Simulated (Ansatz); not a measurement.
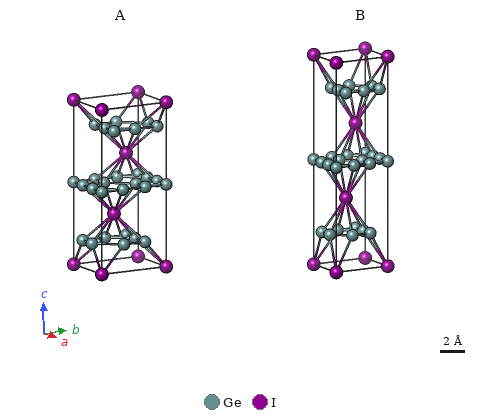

Two geometries of solid Ge$_{7}$I (a generated structure, set up in R-3m) (coarse preliminary run), drawn at one scale. One is the start of a relaxation, the other its converged end. Style: ball-and-stick. Shown: the conventional cell (3 times the calculation's cell), slightly off an axis. Lengths and directions refer to the drawn axes.

The calculation used DFT PBE, scalar-relativistic, plane waves, PAW in Ansatz. Settings: plane-wave cutoff 420 eV; k-point mesh 3 × 3 × 3; occupations gaussian; smearing width 0.1 eV; no spin polarisation; cell and atoms relaxed; force threshold 0.04 eV/Å; at most 70 steps.

### Which of the two is the end point?

Structure A is the relaxed one. The largest moves relative to the cell, 0.16 Å, are those of Ge atoms. I stays in place. The volume changes by +22.7 %, with a = b 6.374 → 7.971 Å (+25.1 %), c 17.745 → 13.926 Å (−21.5 %). Among the contacts that change: Ge–Ge 1.954 → 2.760 Å, Ge–Ge 2.210 → 2.606 Å, Ge–I 3.618 → 3.548 Å. The space group stays R-3m (No. 166). Over 10 accepted moves (12 points after the start) the energy falls by 13.664 eV per cell of the calculation. The largest force component goes from 2.7 to 0.00083 eV/Å. The pressure goes from 40.12 to 0.01 GPa. At 2 points the geometry stayed and the basis and grid were re-selected for the new cell (energy shift of 0.509 eV per cell of the calculation at most each time).
